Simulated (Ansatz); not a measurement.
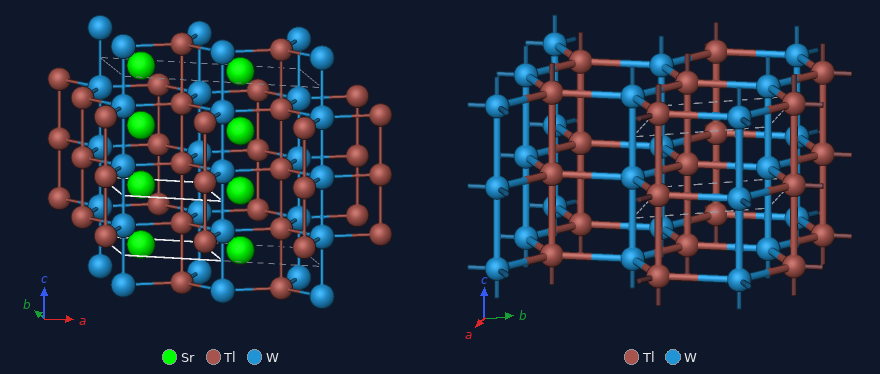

Left: the structure. Right: its underlying net. Nodes are coloured by element. Edges to nodes outside the piece are drawn as stubs.

The compound is SrTlW (space group P-6m2, No. 187), taken as the geometry relaxed with DFT PBE, scalar-relativistic, plane waves, PAW in Ansatz 0.2.0; the starting structure was generated, so it need not be a known form of this composition.

Bonds are taken as Tl–Tl below 3.5 Å, Tl–W below 3.4 Å and W–W below 3.5 Å; Sr is left out of the net, as the electropositive filling of the structure. Atoms with one bond or none are removed and atoms with two bonds are replaced by edges, until no such atom is left.

The result is a uninodal 5-connected, three-periodic net: Tl and W are 5-connected nodes. It is the bnn net, known from eclipsed honeycomb layers linked along c. It is a single net, without interpenetration.

```csv
node,links,point symbol,coordination sequence
Tl and W,5,4^6.6^4,5 14 29 50 77
```
